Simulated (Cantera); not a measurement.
Charge: 1 mol CH₃OH, 0.05 mol O₂, 1.2 mol H₂, at 135 Torr.

Cantera equilibrium calculation (NASA polynomials, part measured and part estimated; ideal gas, pure solids and liquids). Candidate condensed phases: C, C₆H₆, C₇H₈, C₈H₁₈, H₂O; 110 gas species. The numbers say what is thermodynamically allowed, not how fast it happens.

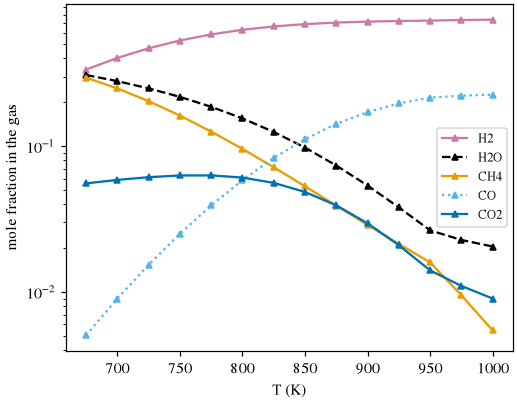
Fig. 1. Equilibrium gas composition (values under 1e-9 drawn at 1e-9)

Problem. Read off the mole fractions at 925 K.

Solution. H₂ about 0.72, CO about 0.20, H₂O about 0.038, CH₄ about 0.021, CO₂ about 0.021.
